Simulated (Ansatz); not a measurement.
# Molecular dynamics, with input and output: BNH$_{2}$ClF (part 1 of 4)

The run: molecular dynamics of BNH$_{2}$ClF. Method and program: RKS BHLYP/6-31G* (Ansatz 0.2.0).

It belongs to a series of runs on one base structure; here: dynamics from the start. Figures and captions count atoms from 1; the log counts them from 0 in places.

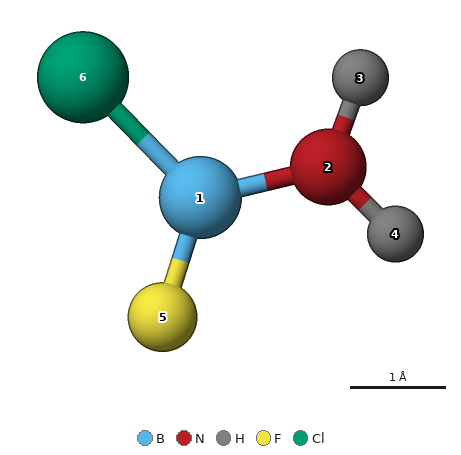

**Figure 1.** The structure as given in the input (ball-and-stick view, seen on its broad side; atoms are numbered from 1 in the order of the input). Bond lengths as drawn: B–Cl 1.77 Å, B–F 1.32 Å, B–N 1.38 Å and H–N 1.00 Å.

Results in brief

| quantity | value |
| --- | --- |
| outcome | finished |
| mean temperature over the second half | 200 K |
| trajectory | 166 steps, 166 fs |
| ensemble | nvt_nose_hoover |
| temperature in the input | 200.0 K |
| time step | 1.0 fs |
| potential energy (last step) | −17439.7440 eV |
| mean-field energy (last step) | −17439.7440 eV |
| largest force (length of the vector) (last step) | 1.204 eV/Å |
| hardware | 1 thread of Intel Xeon (Sapphire Rapids), 16 GiB of memory available, shared host |
| wall time | 4.6 min |
| peak memory | 0.14 GiB |

Notes

So short a trajectory is not equilibrated.

Input file
```yaml
crystal:
  periodic: [false, false, false]
  atoms:
    - { symbol: B, position_ang: [-0.016239, 0.011117, 0.080483] }
    - { symbol: "N", position_ang: [-0.016126, -0.001447, 1.464377] }
    - { symbol: H, position_ang: [-0.848874, -0.081866, 2.01173] }
    - { symbol: H, position_ang: [0.833093, 0.070623, 1.990361] }
    - { symbol: F, position_ang: [1.111572, 0.119446, -0.597836] }
    - { symbol: Cl, position_ang: [-1.531126, -0.117874, -0.829116] }
basis:
  gaussian: { orbitals: "6-31G*" }
hamiltonian:
  xc: { name: BHLYP }
md:
  timestep: 1.0
  n_steps: 166
  ensemble: nvt_nose_hoover
  temperature: 200.0
  initial_velocities: maxwell_boltzmann
  seed: 214504
  nose_hoover: { tau: 50.0, chain_length: 5 }
```

Command:
```bash
ansatz run input.yaml --threads 1 --pin off --max-ram 2048MiB --backend cpu --events-out ev --progress --plain --runs-dir out
```

Output
```
Engine: ansatz 0.2.0, x86_64-unknown-linux-gnu
Functional definition: BHLYP
  parameter a = 0.5
  exchange = (1 - a)*b88_x + a*exact_x
  correlation = lyp_c
718 factors; integrals over basis functions are off by at most 3.8e-4 eV
mean field evaluation 1: about -17436.3849 eV, gradient 4.4e1 eV
mean field evaluation 2: about -17436.6884 eV, gradient 4.2e1 eV
mean field evaluation 4: about -17439.7778 eV, gradient 7.5e-1 eV
mean field evaluation 8: about -17439.8132 eV, gradient 3.2e-2 eV
mean field -17439.81316018 eV, -640.9013125067 hartree, gradient 3.1e-5 eV, S^2 0.000000; 0 other end points of the search recorded, 0 dependent functions left out
the calculation of the forces begins
reference -17439.81327987 eV, -640.9013169050 hartree; 20, 20 occupied and 48, 48 virtual orbitals, 718 factors
md step     0: t =     0.00 fs  T =   200.0 K  F+E_penalty+E_count = -17439.81316018 eV  E_kin = 0.103408 eV  conserved = -17439.70975218 eV  (25 SCF iters)
these checks for a lower state are left out or cut short: starts, cluster_reference, orbital_swaps, neighbouring_geometries, increment
718 factors; integrals over basis functions are off by at most 3.8e-4 eV
mean field evaluation 16: about -17439.7564 eV, gradient 1.4e0 eV
mean field -17439.79569402 eV, -640.9006706372 hartree, gradient 1.0e-5 eV, S^2 0.000000; 0 other end points of the search recorded, 0 dependent functions left out
the calculation of the forces begins
reference -17439.79581371 eV, -640.9006750356 hartree; 20, 20 occupied and 48, 48 virtual orbitals, 718 factors
md step     1: t =     1.00 fs  T =   169.7 K  F+E_penalty+E_count = -17439.79569402 eV  E_kin = 0.087718 eV  conserved = -17439.70797705 eV  (32 SCF iters)
[... from here on the SCF iterations and repeated set-up lines of each step are left out, up to the last step ...]
md step     2: t =     2.00 fs  T =   128.1 K  F+E_penalty+E_count = -17439.77144655 eV  E_kin = 0.066212 eV  conserved = -17439.70524656 eV  (32 SCF iters)
md step     3: t =     3.00 fs  T =   134.4 K  F+E_penalty+E_count = -17439.77674777 eV  E_kin = 0.069479 eV  conserved = -17439.70730816 eV  (31 SCF iters)
md step     4: t =     4.00 fs  T =   146.3 K  F+E_penalty+E_count = -17439.78488590 eV  E_kin = 0.075669 eV  conserved = -17439.70930525 eV  (32 SCF iters)
md step     5: t =     5.00 fs  T =   114.1 K  F+E_penalty+E_count = -17439.76648629 eV  E_kin = 0.058981 eV  conserved = -17439.70765396 eV  (31 SCF iters)
md step     6: t =     6.00 fs  T =    72.0 K  F+E_penalty+E_count = -17439.74264261 eV  E_kin = 0.037238 eV  conserved = -17439.70561207 eV  (32 SCF iters)
md step     7: t =     7.00 fs  T =    72.7 K  F+E_penalty+E_count = -17439.74317304 eV  E_kin = 0.037600 eV  conserved = -17439.70584555 eV  (23 SCF iters)
md step     8: t =     8.00 fs  T =   109.9 K  F+E_penalty+E_count = -17439.76456981 eV  E_kin = 0.056829 eV  conserved = -17439.70812124 eV  (33 SCF iters)
md step     9: t =     9.00 fs  T =   125.8 K  F+E_penalty+E_count = -17439.77387868 eV  E_kin = 0.065067 eV  conserved = -17439.70935194 eV  (31 SCF iters)
md step    10: t =    10.00 fs  T =    96.9 K  F+E_penalty+E_count = -17439.75623152 eV  E_kin = 0.050106 eV  conserved = -17439.70683496 eV  (32 SCF iters)
md step    11: t =    11.00 fs  T =    82.6 K  F+E_penalty+E_count = -17439.74724708 eV  E_kin = 0.042721 eV  conserved = -17439.70539242 eV  (25 SCF iters)
md step    12: t =    12.00 fs  T =   112.8 K  F+E_penalty+E_count = -17439.76561994 eV  E_kin = 0.058323 eV  conserved = -17439.70835696 eV  (32 SCF iters)
md step    13: t =    13.00 fs  T =   123.3 K  F+E_penalty+E_count = -17439.77178336 eV  E_kin = 0.063741 eV  conserved = -17439.70935976 eV  (31 SCF iters)
md step    14: t =    14.00 fs  T =    83.9 K  F+E_penalty+E_count = -17439.74897245 eV  E_kin = 0.043362 eV  conserved = -17439.70717200 eV  (31 SCF iters)
md step    15: t =    15.00 fs  T =    44.6 K  F+E_penalty+E_count = -17439.72687537 eV  E_kin = 0.023080 eV  conserved = -17439.70552293 eV  (24 SCF iters)
md step    16: t =    16.00 fs  T =    49.3 K  F+E_penalty+E_count = -17439.72997577 eV  E_kin = 0.025492 eV  conserved = -17439.70634997 eV  (26 SCF iters)
md step    17: t =    17.00 fs  T =    76.4 K  F+E_penalty+E_count = -17439.74604012 eV  E_kin = 0.039508 eV  conserved = -17439.70860444 eV  (30 SCF iters)
md step    18: t =    18.00 fs  T =    72.0 K  F+E_penalty+E_count = -17439.74350076 eV  E_kin = 0.037209 eV  conserved = -17439.70862786 eV  (31 SCF iters)
md step    19: t =    19.00 fs  T =    42.2 K  F+E_penalty+E_count = -17439.72481252 eV  E_kin = 0.021794 eV  conserved = -17439.70557309 eV  (32 SCF iters)
md step    20: t =    20.00 fs  T =    54.4 K  F+E_penalty+E_count = -17439.73125359 eV  E_kin = 0.028133 eV  conserved = -17439.70587733 eV  (25 SCF iters)
md step    21: t =    21.00 fs  T =   102.2 K  F+E_penalty+E_count = -17439.75872515 eV  E_kin = 0.052827 eV  conserved = -17439.70900999 eV  (32 SCF iters)
md step    22: t =    22.00 fs  T =   113.4 K  F+E_penalty+E_count = -17439.76382785 eV  E_kin = 0.058652 eV  conserved = -17439.70880133 eV  (31 SCF iters)
md step    23: t =    23.00 fs  T =    84.1 K  F+E_penalty+E_count = -17439.74590634 eV  E_kin = 0.043461 eV  conserved = -17439.70656331 eV  (32 SCF iters)
md step    24: t =    24.00 fs  T =    68.1 K  F+E_penalty+E_count = -17439.73639778 eV  E_kin = 0.035227 eV  conserved = -17439.70568888 eV  (32 SCF iters)
md step    25: t =    25.00 fs  T =    89.4 K  F+E_penalty+E_count = -17439.74839104 eV  E_kin = 0.046204 eV  conserved = -17439.70714498 eV  (32 SCF iters)
md step    26: t =    26.00 fs  T =   110.0 K  F+E_penalty+E_count = -17439.76036276 eV  E_kin = 0.056849 eV  conserved = -17439.70905563 eV  (31 SCF iters)
md step    27: t =    27.00 fs  T =    87.0 K  F+E_penalty+E_count = -17439.74661428 eV  E_kin = 0.044997 eV  conserved = -17439.70775920 eV  (31 SCF iters)
md step    28: t =    28.00 fs  T =    56.3 K  F+E_penalty+E_count = -17439.72740974 eV  E_kin = 0.029111 eV  conserved = -17439.70489680 eV  (32 SCF iters)
md step    29: t =    29.00 fs  T =    79.6 K  F+E_penalty+E_count = -17439.74071038 eV  E_kin = 0.041163 eV  conserved = -17439.70660327 eV  (25 SCF iters)
md step    30: t =    30.00 fs  T =   122.0 K  F+E_penalty+E_count = -17439.76432362 eV  E_kin = 0.063085 eV  conserved = -17439.70900454 eV  (31 SCF iters)
md step    31: t =    31.00 fs  T =   123.4 K  F+E_penalty+E_count = -17439.76302816 eV  E_kin = 0.063819 eV  conserved = -17439.70786610 eV  (30 SCF iters)
md step    32: t =    32.00 fs  T =   103.0 K  F+E_penalty+E_count = -17439.74965104 eV  E_kin = 0.053249 eV  conserved = -17439.70590608 eV  (32 SCF iters)
md step    33: t =    33.00 fs  T =   110.2 K  F+E_penalty+E_count = -17439.75243221 eV  E_kin = 0.056960 eV  conserved = -17439.70580106 eV  (26 SCF iters)
md step    34: t =    34.00 fs  T =   147.7 K  F+E_penalty+E_count = -17439.77280079 eV  E_kin = 0.076369 eV  conserved = -17439.70779007 eV  (32 SCF iters)
md step    35: t =    35.00 fs  T =   164.6 K  F+E_penalty+E_count = -17439.78168375 eV  E_kin = 0.085126 eV  conserved = -17439.70919114 eV  (31 SCF iters)
md step    36: t =    36.00 fs  T =   132.3 K  F+E_penalty+E_count = -17439.76139013 eV  E_kin = 0.068410 eV  conserved = -17439.70684655 eV  (30 SCF iters)
md step    37: t =    37.00 fs  T =   106.6 K  F+E_penalty+E_count = -17439.74518219 eV  E_kin = 0.055114 eV  conserved = -17439.70495092 eV  (31 SCF iters)
md step    38: t =    38.00 fs  T =   128.8 K  F+E_penalty+E_count = -17439.75814609 eV  E_kin = 0.066586 eV  conserved = -17439.70747226 eV  (31 SCF iters)
md step    39: t =    39.00 fs  T =   146.5 K  F+E_penalty+E_count = -17439.76717709 eV  E_kin = 0.075763 eV  conserved = -17439.70855937 eV  (31 SCF iters)
md step    40: t =    40.00 fs  T =   126.2 K  F+E_penalty+E_count = -17439.75367512 eV  E_kin = 0.065248 eV  conserved = -17439.70681829 eV  (31 SCF iters)
md step    41: t =    41.00 fs  T =   105.3 K  F+E_penalty+E_count = -17439.74031231 eV  E_kin = 0.054463 eV  conserved = -17439.70532248 eV  (32 SCF iters)
md step    42: t =    42.00 fs  T =   123.3 K  F+E_penalty+E_count = -17439.74904981 eV  E_kin = 0.063745 eV  conserved = -17439.70587256 eV  (32 SCF iters)
md step    43: t =    43.00 fs  T =   164.7 K  F+E_penalty+E_count = -17439.77127948 eV  E_kin = 0.085178 eV  conserved = -17439.70807747 eV  (30 SCF iters)
md step    44: t =    44.00 fs  T =   174.9 K  F+E_penalty+E_count = -17439.77540235 eV  E_kin = 0.090406 eV  conserved = -17439.70865452 eV  (30 SCF iters)
md step    45: t =    45.00 fs  T =   144.4 K  F+E_penalty+E_count = -17439.75532204 eV  E_kin = 0.074670 eV  conserved = -17439.70590653 eV  (31 SCF iters)
md step    46: t =    46.00 fs  T =   134.3 K  F+E_penalty+E_count = -17439.74819655 eV  E_kin = 0.069432 eV  conserved = -17439.70543221 eV  (31 SCF iters)
md step    47: t =    47.00 fs  T =   157.1 K  F+E_penalty+E_count = -17439.76093336 eV  E_kin = 0.081238 eV  conserved = -17439.70786339 eV  (31 SCF iters)
md step    48: t =    48.00 fs  T =   158.5 K  F+E_penalty+E_count = -17439.76011465 eV  E_kin = 0.081961 eV  conserved = -17439.70796288 eV  (32 SCF iters)
md step    49: t =    49.00 fs  T =   127.2 K  F+E_penalty+E_count = -17439.74064130 eV  E_kin = 0.065777 eV  conserved = -17439.70617569 eV  (32 SCF iters)
md step    50: t =    50.00 fs  T =   106.2 K  F+E_penalty+E_count = -17439.72729277 eV  E_kin = 0.054919 eV  conserved = -17439.70492816 eV  (25 SCF iters)
md step    51: t =    51.00 fs  T =   128.1 K  F+E_penalty+E_count = -17439.73819722 eV  E_kin = 0.066242 eV  conserved = -17439.70577811 eV  (30 SCF iters)
md step    52: t =    52.00 fs  T =   169.6 K  F+E_penalty+E_count = -17439.76025298 eV  E_kin = 0.087709 eV  conserved = -17439.70799667 eV  (30 SCF iters)
md step    53: t =    53.00 fs  T =   177.8 K  F+E_penalty+E_count = -17439.76243898 eV  E_kin = 0.091909 eV  conserved = -17439.70789113 eV  (30 SCF iters)
md step    54: t =    54.00 fs  T =   157.8 K  F+E_penalty+E_count = -17439.74760926 eV  E_kin = 0.081570 eV  conserved = -17439.70524651 eV  (31 SCF iters)
md step    55: t =    55.00 fs  T =   165.1 K  F+E_penalty+E_count = -17439.75025681 eV  E_kin = 0.085341 eV  conserved = -17439.70590235 eV  (31 SCF iters)
md step    56: t =    56.00 fs  T =   188.1 K  F+E_penalty+E_count = -17439.76235525 eV  E_kin = 0.097271 eV  conserved = -17439.70801738 eV  (31 SCF iters)
md step    57: t =    57.00 fs  T =   174.7 K  F+E_penalty+E_count = -17439.75301154 eV  E_kin = 0.090345 eV  conserved = -17439.70759206 eV  (30 SCF iters)
md step    58: t =    58.00 fs  T =   127.5 K  F+E_penalty+E_count = -17439.72509245 eV  E_kin = 0.065903 eV  conserved = -17439.70577062 eV  (31 SCF iters)
md step    59: t =    59.00 fs  T =    92.3 K  F+E_penalty+E_count = -17439.70462722 eV  E_kin = 0.047728 eV  conserved = -17439.70468851 eV  (32 SCF iters)
md step    60: t =    60.00 fs  T =    96.6 K  F+E_penalty+E_count = -17439.70693538 eV  E_kin = 0.049927 eV  conserved = -17439.70584328 eV  (31 SCF iters)
md step    61: t =    61.00 fs  T =   111.1 K  F+E_penalty+E_count = -17439.71508281 eV  E_kin = 0.057427 eV  conserved = -17439.70764810 eV  (31 SCF iters)
md step    62: t =    62.00 fs  T =    97.0 K  F+E_penalty+E_count = -17439.70537400 eV  E_kin = 0.050166 eV  conserved = -17439.70636573 eV  (30 SCF iters)
md step    63: t =    63.00 fs  T =    84.8 K  F+E_penalty+E_count = -17439.69611512 eV  E_kin = 0.043868 eV  conserved = -17439.70442597 eV  (32 SCF iters)
md step    64: t =    64.00 fs  T =   116.0 K  F+E_penalty+E_count = -17439.71275482 eV  E_kin = 0.059954 eV  conserved = -17439.70610979 eV  (31 SCF iters)
md step    65: t =    65.00 fs  T =   156.2 K  F+E_penalty+E_count = -17439.73340496 eV  E_kin = 0.080747 eV  conserved = -17439.70749271 eV  (31 SCF iters)
md step    66: t =    66.00 fs  T =   162.7 K  F+E_penalty+E_count = -17439.73460239 eV  E_kin = 0.084120 eV  conserved = -17439.70708728 eV  (30 SCF iters)
md step    67: t =    67.00 fs  T =   140.3 K  F+E_penalty+E_count = -17439.71994931 eV  E_kin = 0.072541 eV  conserved = -17439.70567260 eV  (26 SCF iters)
md step    68: t =    68.00 fs  T =   123.8 K  F+E_penalty+E_count = -17439.70928552 eV  E_kin = 0.064033 eV  conserved = -17439.70494451 eV  (31 SCF iters)
md step    69: t =    69.00 fs  T =   129.5 K  F+E_penalty+E_count = -17439.71213476 eV  E_kin = 0.066968 eV  conserved = -17439.70621243 eV  (31 SCF iters)
md step    70: t =    70.00 fs  T =   127.3 K  F+E_penalty+E_count = -17439.71066274 eV  E_kin = 0.065829 eV  conserved = -17439.70723251 eV  (31 SCF iters)
md step    71: t =    71.00 fs  T =    97.6 K  F+E_penalty+E_count = -17439.69233423 eV  E_kin = 0.050473 eV  conserved = -17439.70542960 eV  (31 SCF iters)
md step    72: t =    72.00 fs  T =    80.8 K  F+E_penalty+E_count = -17439.68163510 eV  E_kin = 0.041781 eV  conserved = -17439.70434022 eV  (30 SCF iters)
md step    73: t =    73.00 fs  T =   105.8 K  F+E_penalty+E_count = -17439.69471438 eV  E_kin = 0.054697 eV  conserved = -17439.70545031 eV  (30 SCF iters)
md step    74: t =    74.00 fs  T =   147.5 K  F+E_penalty+E_count = -17439.71607098 eV  E_kin = 0.076255 eV  conserved = -17439.70651399 eV  (30 SCF iters)
md step    75: t =    75.00 fs  T =   171.9 K  F+E_penalty+E_count = -17439.72723757 eV  E_kin = 0.088891 eV  conserved = -17439.70660037 eV  (30 SCF iters)
md step    76: t =    76.00 fs  T =   175.3 K  F+E_penalty+E_count = -17439.72589504 eV  E_kin = 0.090627 eV  conserved = -17439.70515868 eV  (31 SCF iters)
md step    77: t =    77.00 fs  T =   188.6 K  F+E_penalty+E_count = -17439.73062920 eV  E_kin = 0.097499 eV  conserved = -17439.70467659 eV  (30 SCF iters)
md step    78: t =    78.00 fs  T =   220.3 K  F+E_penalty+E_count = -17439.74694041 eV  E_kin = 0.113905 eV  conserved = -17439.70636490 eV  (31 SCF iters)
md step    79: t =    79.00 fs  T =   230.5 K  F+E_penalty+E_count = -17439.75124751 eV  E_kin = 0.119175 eV  conserved = -17439.70727603 eV  (31 SCF iters)
md step    80: t =    80.00 fs  T =   199.6 K  F+E_penalty+E_count = -17439.73182714 eV  E_kin = 0.103187 eV  conserved = -17439.70554132 eV  (31 SCF iters)
md step    81: t =    81.00 fs  T =   167.3 K  F+E_penalty+E_count = -17439.71261538 eV  E_kin = 0.086493 eV  conserved = -17439.70440425 eV  (31 SCF iters)
md step    82: t =    82.00 fs  T =   167.3 K  F+E_penalty+E_count = -17439.71187933 eV  E_kin = 0.086501 eV  conserved = -17439.70486602 eV  (31 SCF iters)
md step    83: t =    83.00 fs  T =   185.6 K  F+E_penalty+E_count = -17439.72160956 eV  E_kin = 0.095954 eV  conserved = -17439.70636258 eV  (31 SCF iters)
md step    84: t =    84.00 fs  T =   184.9 K  F+E_penalty+E_count = -17439.71970935 eV  E_kin = 0.095625 eV  conserved = -17439.70601223 eV  (26 SCF iters)
md step    85: t =    85.00 fs  T =   171.8 K  F+E_penalty+E_count = -17439.70972998 eV  E_kin = 0.088842 eV  conserved = -17439.70393789 eV  (32 SCF iters)
md step    86: t =    86.00 fs  T =   192.5 K  F+E_penalty+E_count = -17439.71922947 eV  E_kin = 0.099521 eV  conserved = -17439.70384972 eV  (31 SCF iters)
md step    87: t =    87.00 fs  T =   248.6 K  F+E_penalty+E_count = -17439.74918725 eV  E_kin = 0.128524 eV  conserved = -17439.70605456 eV  (31 SCF iters)
md step    88: t =    88.00 fs  T =   287.1 K  F+E_penalty+E_count = -17439.76876417 eV  E_kin = 0.148448 eV  conserved = -17439.70712007 eV  (31 SCF iters)
md step    89: t =    89.00 fs  T =   280.9 K  F+E_penalty+E_count = -17439.76291196 eV  E_kin = 0.145238 eV  conserved = -17439.70584999 eV  (31 SCF iters)
md step    90: t =    90.00 fs  T =   261.8 K  F+E_penalty+E_count = -17439.75041438 eV  E_kin = 0.135371 eV  conserved = -17439.70441546 eV  (31 SCF iters)
md step    91: t =    91.00 fs  T =   266.0 K  F+E_penalty+E_count = -17439.75230590 eV  E_kin = 0.137526 eV  conserved = -17439.70521618 eV  (30 SCF iters)
md step    92: t =    92.00 fs  T =   269.4 K  F+E_penalty+E_count = -17439.75527739 eV  E_kin = 0.139303 eV  conserved = -17439.70739624 eV  (31 SCF iters)
md step    93: t =    93.00 fs  T =   223.8 K  F+E_penalty+E_count = -17439.72943525 eV  E_kin = 0.115723 eV  conserved = -17439.70596284 eV  (31 SCF iters)
md step    94: t =    94.00 fs  T =   159.3 K  F+E_penalty+E_count = -17439.69271117 eV  E_kin = 0.082367 eV  conserved = -17439.70319535 eV  (31 SCF iters)
```
